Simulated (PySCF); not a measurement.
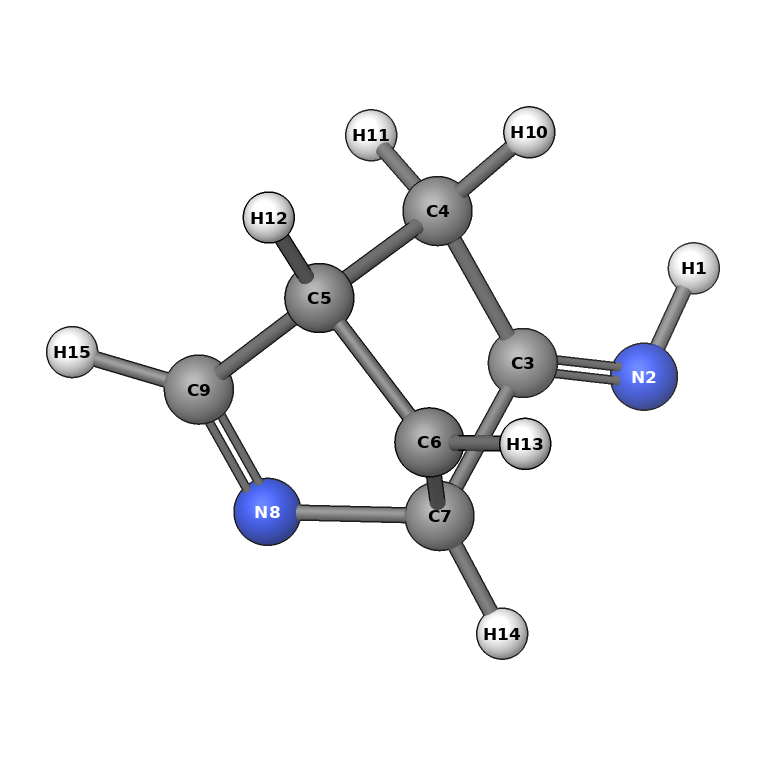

The species is neutral and a spin doublet. Computed geometry: GFN2-xTB optimisation. No frequency run is at hand to confirm it as a minimum. Level of theory: UKS B3LYP, pcH-1 on C H N, non-relativistic (PySCF 2.14.0). Fermi-contact and spin-dipolar terms alone, no spin-orbit part.

Which nucleus has the largest dipolar (anisotropic) hyperfine coupling?

13C at C6: principal values −77.9, −76.4, 154.2 MHz.

List the isotropic and dipolar parts for the most strongly coupled nuclei, one of each equivalent set.

```json
{"atom": "C6", "isotope": "13C", "a_iso (MHz)": "150.5", "dipolar part (MHz)": "−77.9, −76.4, 154.2"}
{"atom": "H13", "isotope": "1H", "a_iso (MHz)": "−47.1", "dipolar part (MHz)": "−36.7, −1.0, 37.7"}
{"atom": "C4", "isotope": "13C", "a_iso (MHz)": "43.9", "dipolar part (MHz)": "−6.3, −4.6, 10.9"}
{"atom": "C3", "isotope": "13C", "a_iso (MHz)": "67.3", "dipolar part (MHz)": "−8.2, −1.3, 9.5"}
{"atom": "H12", "isotope": "1H", "a_iso (MHz)": "10.8", "dipolar part (MHz)": "−5.0, −3.4, 8.4"}
{"atom": "H14", "isotope": "1H", "a_iso (MHz)": "7.8", "dipolar part (MHz)": "−4.8, −3.3, 8.1"}
{"atom": "H10", "isotope": "1H", "a_iso (MHz)": "−1.7", "dipolar part (MHz)": "−4.4, −2.5, 6.9"}
{"atom": "N2", "isotope": "14N", "a_iso (MHz)": "6.0", "dipolar part (MHz)": "−3.6, −2.4, 6.0"}
```
